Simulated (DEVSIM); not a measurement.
System: abrupt Si n-p junction, at 300 K.

| layer (left to right) | material | thickness (μm) | Nd (cm⁻³) | Na (cm⁻³) | τn (s) | τp (s) |
|---|---|---|---|---|---|---|
| 1 | Si | 4.70 | 4.8e18 | - | 6.8e-6 | 6.8e-6 |
| 2 | Si | 160 | - | 1.1e15 | 6.8e-6 | 6.8e-6 |

Left contact: ohmic. Right contact: ohmic. Voltage is applied to the left contact. Recombination: SRH at mid-gap. Mobility is constant in doping.

This is a model device: material constants are rounded textbook-type values typed into the input, and sizes, dopings and lifetimes were drawn at random. Values at 300 K.

| parameter | Si |
|---|---|
| gap (eV) | 1.124 |
| affinity (eV) | 4.05 |
| permittivity | 11.7 |
| Nc (cm⁻³) | 2.86e19 |
| Nv (cm⁻³) | 3.1e19 |
| μn (cm²/Vs) | 1417 |
| μp (cm²/Vs) | 470 |

Simulated with DEVSIM: 1D drift-diffusion, Boltzmann statistics, complete ionisation; no tunnelling, impact ionisation, image-force lowering or self-heating.

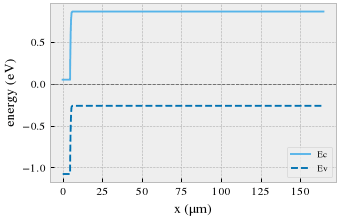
Figure: Band edges at zero bias

Energies count from the Fermi level of the right contact; mesh points crowd at the junctions.

```
x (μm)   Ec (eV)  Ev (eV)  n (cm⁻³)  p (cm⁻³)  field (V/cm)
-------  -------  -------  --------  --------  ------------
0.000      0.046   -1.078    4.8e18     < 1e2           ≈ 0
0.04794    0.046   -1.078    4.8e18     < 1e2           ≈ 0
0.1906     0.046   -1.078    4.8e18     < 1e2           ≈ 0
0.6417     0.046   -1.078    4.8e18     < 1e2           ≈ 0
2.704      0.046   -1.078    4.8e18     < 1e2           ≈ 0
4.046      0.046   -1.078    4.8e18     < 1e2           ≈ 0
4.496      0.046   -1.078    4.8e18     < 1e2           ≈ 0
4.673      0.046   -1.078    4.8e18     < 1e2           ≈ 0
4.709      0.133   -0.991    1.6e17       710         40000
4.776      0.261   -0.863    1.2e15     99000         14000
4.977      0.508   -0.616    8.3e10     1.4e9         11000
6.040      0.859   -0.265    110000    1.1e15            39
8.783      0.859   -0.265    110000    1.1e15           ≈ 0
17.04      0.859   -0.265    110000    1.1e15           ≈ 0
58.39      0.859   -0.265    110000    1.1e15           ≈ 0
126.3      0.859   -0.265    110000    1.1e15           ≈ 0
152.0      0.859   -0.265    110000    1.1e15           ≈ 0
160.5      0.859   -0.265    110000    1.1e15           ≈ 0
163.8      0.859   -0.265    110000    1.1e15           ≈ 0
164.4      0.859   -0.265    110000    1.1e15           ≈ 0
164.6      0.859   -0.265    110000    1.1e15           ≈ 0
164.7      0.859   -0.265    110000    1.1e15           ≈ 0
```
